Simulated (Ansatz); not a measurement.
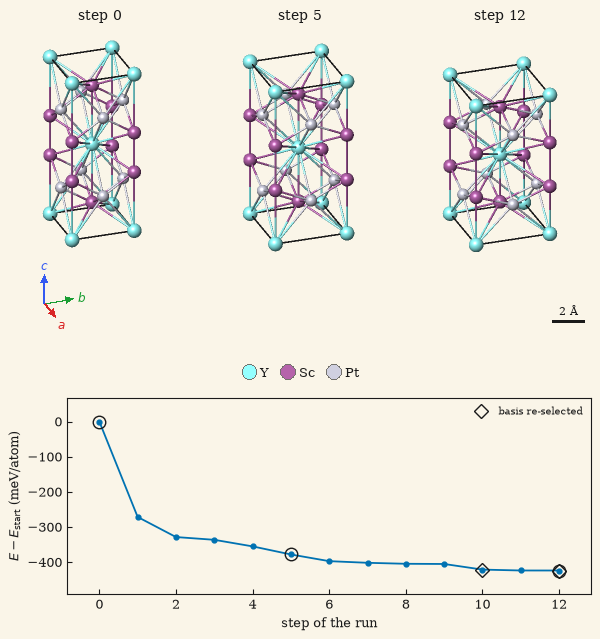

Frames of a relaxation of a crystal of YSc₂Pt₂ (built on the ThCr2Si2 type) (coarse preliminary run), marked on the history of the run. A ball-and-stick model of the conventional cell (2 times the calculation's cell), seen from a free direction. Lengths and directions refer to the drawn axes.

Case: ThCr2Si2 type (I4/mmm, No. 139).

These are results of Ansatz, DFT PBE, scalar-relativistic, plane waves, PAW, not measurements.

Input file:
```yaml
crystal:
  lattice:
    - [-2.0753767871, 2.0753767871, 5.4452955304]
    - [2.0753767871, -2.0753767871, 5.4452955304]
    - [2.0753767871, 2.0753767871, -5.4452955304]
  atoms:
    - { symbol: "Y", position: [0.0, 0.0, 0.0] }
    - { symbol: Sc, position: [0.626, 0.626, 0.0] }
    - { symbol: Sc, position: [0.374, 0.374, 0.0] }
    - { symbol: Pt, position: [0.25, 0.75, 0.5] }
    - { symbol: Pt, position: [0.75, 0.25, 0.5] }
basis:
  ecutwfc: 420
kpoints:
  mp_grid: { grid: [6, 6, 6] }
hamiltonian:
  xc: pbe
scf:
  occupations: { method: gaussian, width: 0.1 }
  lower_state_search: "off"
output:
  forces: true
  stress: true
  eigenvalues: true
relax:
  adjacent_minimum: "off"
  f_tol: 0.04
  max_steps: 70
  cell: { stress_tol: 0.4 }
```

Run as
```bash
ansatz run input.yaml --threads 1 --pin off --max-ram 2560MiB --backend cpu --events-out ev --progress --plain --runs-dir out
```

What happens along the run?

Answer. The largest moves relative to the cell, 0.30 Å, are those of Sc2 and Sc3. Sc3 goes along −c. Y and Pt stay in place. Cell: a = b 4.151 → 4.925 Å (+18.6 %), c 10.891 → 9.656 Å (−11.3 %). Volume +24.8 %. Some distances before and after: Y1–Sc2 4.073 → 3.308 Å, Y1–Sc2 (another image) 3.240 → 3.799 Å, Sc2–Sc3 2.744 → 3.040 Å, Sc2–Pt4 2.476 → 2.620 Å. The space group stays I4/mmm (No. 139). The energy falls by 424 meV per atom in 10 accepted moves (12 points after the start). The largest force component goes from 1.8 to 0.036 eV/Å. Pressure: 26.80 GPa at the start and 0.31 GPa at the end. At 2 points the geometry stayed and the basis and grid were re-selected for the new cell (energy shift of 16.0 meV per atom at most each time). Cost: 97 s on 1 thread of Arm Neoverse V2 (shared host), peak memory 0.47 GiB. From step 0 to 5: Sc atoms move most (0.22 Å), volume +28.7 %, energy −378 meV per atom. From step 5 to 12: Sc atoms move most (0.10 Å), volume −3.0 %, energy −45.6 meV per atom.

```csv
step,"E − E(0), meV/atom","largest force component, eV/Å","pressure, GPa","volume, Å³/atom",note
0,0.00,1.7606,26.80,18.763,
1,-271.42,0.6945,5.65,21.628,
2,-328.57,0.0198,0.56,23.611,
3,-336.41,0.1008,-0.41,23.935,
4,-355.13,0.2369,-1.11,24.139,
5,-378.15,0.3968,-1.73,24.140,
6,-397.16,0.3759,-2.51,23.952,
7,-401.85,0.0405,0.29,22.967,
8,-404.65,0.0090,0.55,23.200,
9,-405.21,0.0201,-0.03,23.272,
10,-421.20,0.0225,1.25,23.272,"same geometry, new basis"
11,-423.73,0.0357,0.31,23.417,
12,-423.76,0.0358,0.31,23.417,"same geometry, new basis"
```
